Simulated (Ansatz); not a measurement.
# B2H4N: the cost of one run

All numbers are computed with Ansatz 0.2.0 through its Python package. The levels of theory stand in the script.

### 1 The structure

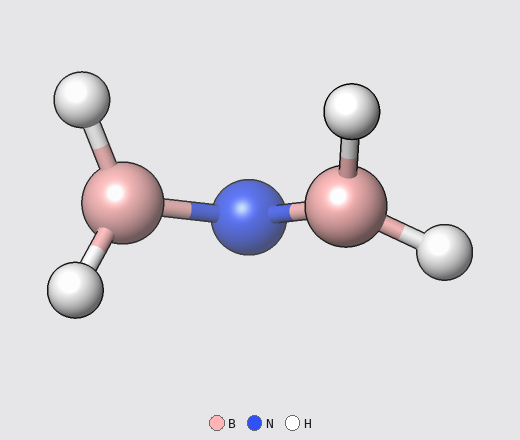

The starting structure, viewed from a chosen angle; boron pink, nitrogen blue, hydrogen white.

No structure file is read: the coordinates are typed or built in the script.

### 2 The script

The input, b2h4n_basis.py:

```python
"""How the energy of B2H4N converges with the basis."""

import ansatz as az

SETTINGS = {
    "functional": "b3lyp",
    "dispersion": "d3bj",
}

GEOMETRY = """
B    -0.86220    0.04420   -0.73440
N    -0.42470   -0.79550    0.39450
B     0.92930   -0.30540    0.79360
H    -1.62560   -0.34660   -1.50650
H    -0.93640    1.25680   -0.62270
H     1.05700    0.67520    1.48030
H     1.92390   -0.59660    0.14950
"""

mol = az.Crystal.molecule()
for line in GEOMETRY.strip().splitlines():
    symbol, *xyz = line.split()
    mol = mol.atom(symbol, [float(v) for v in xyz])

base = (
    mol.calculation()
    .functional(SETTINGS["functional"], dispersion=SETTINGS["dispersion"])
    .spin("collinear", total=1)
)

energies = {}
for basis in ["cc-pVDZ", "cc-pVTZ"]:
    report = base.basis(gaussian=basis).run().report
    size = report["n_frozen"] + report["n_occupied"][0] + report["n_virtual"][0]
    energies[basis] = (report["reference_energy_ev"] / 27.211386246, report["free_energy_ev"] / 27.211386246)
    print(f"{basis:14s} {size:4d} orbitals  reference {energies[basis][0]:14.6f} Ha  total {energies[basis][1]:14.6f} Ha")

last = energies["cc-pVTZ"][1]
for basis, (_, total) in energies.items():
    print(f"{basis:14s} lies {27.211386 * (total - last):9.4f} eV above cc-pVTZ")
```

### 3 The calls as engine input

The engine receives this input (first run):

```yaml
crystal:
  periodic: [false, false, false]
  atoms:
    - { symbol: B, position_ang: [-0.8622, 0.0442, -0.7344] }
    - { symbol: "N", position_ang: [-0.4247, -0.7955, 0.3945] }
    - { symbol: B, position_ang: [0.9293, -0.3054, 0.7936] }
    - { symbol: H, position_ang: [-1.6256, -0.3466, -1.5065] }
    - { symbol: H, position_ang: [-0.9364, 1.2568, -0.6227] }
    - { symbol: H, position_ang: [1.057, 0.6752, 1.4803] }
    - { symbol: H, position_ang: [1.9239, -0.5966, 0.1495] }
basis:
  gaussian:
    orbitals: cc-pVDZ
hamiltonian:
  xc: b3lyp
  dispersion: d3bj
magnetization:
  spin_polarized: true
  initial_magnetization: 1.0
```

### 4 Launch

The run is started by

```console
python b2h4n_basis.py
```

Q: Estimate wall time and peak memory on 1 thread of Intel Xeon Platinum 8559C (Emerald Rapids), shared host.

About 3.1 s, with a peak of 0.32 GiB.
